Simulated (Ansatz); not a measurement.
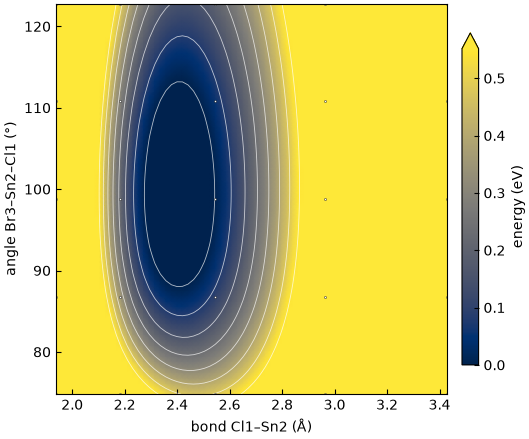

BrClSn, SMILES [Cl][Sn][Br]. 
- Two internal coordinates are moved rigidly from the geometry relaxed at PBE0-D4/def2-TZVP, all others fixed.
- First axis: bond Cl1–Sn2. Second axis: angle Br3–Sn2–Cl1.
- Grid: 5 × 5 points.
- Energies are in eV, from the lowest grid point.
- Theory: Ansatz 0.2.0, RKS PBE-D4/def2-TZVPP.

In the figure: a smooth colour map with a few white contour lines, dots at the grid points, one colour for all values above the top of the scale. Between grid points the surface is interpolated.

Question: Estimate the position of the minimum and the force constants in these coordinates.

Answer: The interpolated minimum is at bond Cl1–Sn2 ≈ 2.381 Å, angle Br3–Sn2–Cl1 ≈ 99.2°. The curvatures there are about 14 eV/Å² and 3.5 eV/rad², with a cross term of about 0 eV/(Å·rad). Round the minimum the two coordinates are nearly uncoupled.
